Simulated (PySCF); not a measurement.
# Single-point calculation of GeBH5

The run: single-point calculation of GeBH5, SMILES [BH2][GeH3]. Method and program: HF/aug-cc-pVDZ, RHF (PySCF 2.14.0).

The geometry comes from this level: PBE0-D4/def2-TZVP.

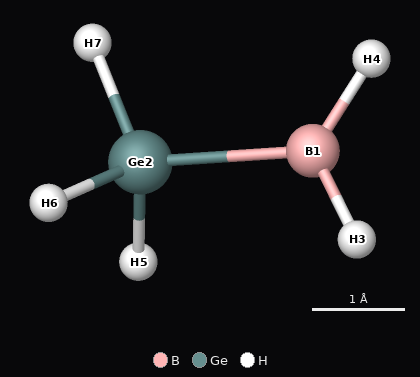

**Figure 1.** The input geometry (ball-and-stick view, seen at a tilt; atoms are numbered from 1 in the order of the input). Sticks mark near contacts. Bond lengths as drawn: B–Ge 2.06 Å, B–H 1.19 Å and Ge–H 1.54 Å.

Summary

- outcome: converged
- total energy: −2102.884815 hartree
- basis functions: 104
- HOMO: −11.16 eV
- LUMO: 0.74 eV
- dipole moment: 0.65 D
- hardware: 1 thread of Arm Neoverse V2, 24 GiB of memory available, shared host
- wall time: 2 s
- peak memory: 0.21 GiB

Input file (calc.py)
```python
from pyscf import gto, scf

mol = gto.Mole()
mol.atom = '''
B      0.014173    -2.305088     0.506636
Ge     0.092408     1.485514    -0.346576
H     -1.973630    -3.372405     0.591106
H      1.885380    -3.494671     0.923320
H     -1.135914     1.926954    -2.952130
H     -1.511403     2.959689     1.588693
H      2.744827     2.671506    -0.397409
'''
mol.verbose = 3
mol.unit = 'bohr'
mol.max_memory = 1860
mol.basis = 'aug-cc-pvdz'
mol.build()

calc0 = scf.RHF(mol)
calc0.conv_tol = 1e-08
calc0.kernel()

e_final = calc0.e_tot
print('Final energy', e_final)
```

Run as:
```bash
OMP_NUM_THREADS=1 python calc.py
```

The program's output
```
converged SCF energy = -2102.88481509588
Final energy -2102.8848150958756
```

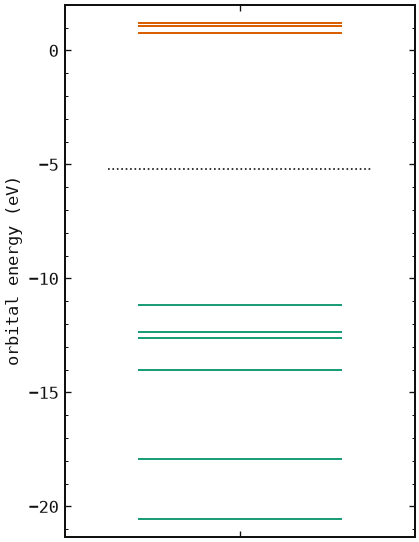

**Figure 2.** Orbital energies near the frontier; the dotted line parts filled from empty levels, and levels within 0.02 eV of each other stand side by side. Highest filled −11.16 eV, lowest empty 0.74 eV, 11.90 eV apart.
